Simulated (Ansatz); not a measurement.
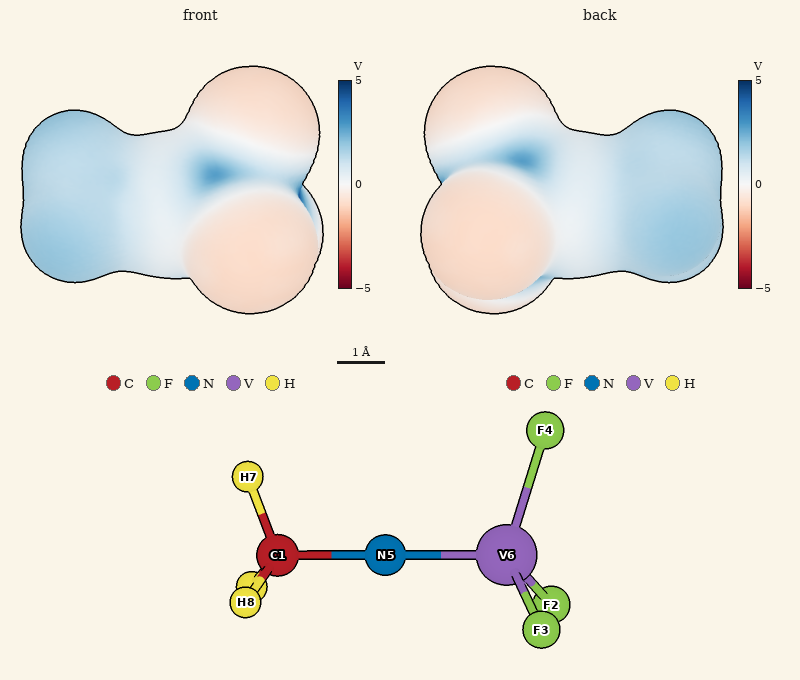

The picture shows: CH₃F₃NV (SMILES C[N]=[V]([F])([F])[F]). The electrostatic potential painted on the density surface at 0.004 e/bohr³, seen from the front and from behind; the colour scale runs from red (negative) to blue (positive). The bare structure is drawn below in the same view.

Geometry: PBE0-D4/def2-SVP.

Level of theory: isolated molecule in a Gaussian basis; Kohn-Sham density functional theory, functional PBE0 (Ansatz 0.2.0).

```yaml
atoms:
  - { symbol: C, position_ang: [-0.2763, -0.8606, -1.3459] }
  - { symbol: F, position_ang: [1.4831, 2.5523, -0.8104] }
  - { symbol: F, position_ang: [1.8741, 0.8233, 1.4060] }
  - { symbol: F, position_ang: [-0.6082, 2.1570, 1.0672] }
  - { symbol: N, position_ang: [0.2019, 0.2254, -0.5825] }
  - { symbol: V, position_ang: [0.7411, 1.4473, 0.2756] }
  - { symbol: H, position_ang: [-1.3693, -0.9580, -1.2313] }
  - { symbol: H, position_ang: [0.1974, -1.8003, -1.0142] }
  - { symbol: H, position_ang: [-0.0466, -0.7088, -2.4143] }
```

Describe the electrostatic potential map.

The most negative region (about −0.9 V) lies over F2, F3 and F4, the most positive (about +4.2 V) over V6.

What dipole moment does the calculation give?

Its dipole moment is 3.71 D.
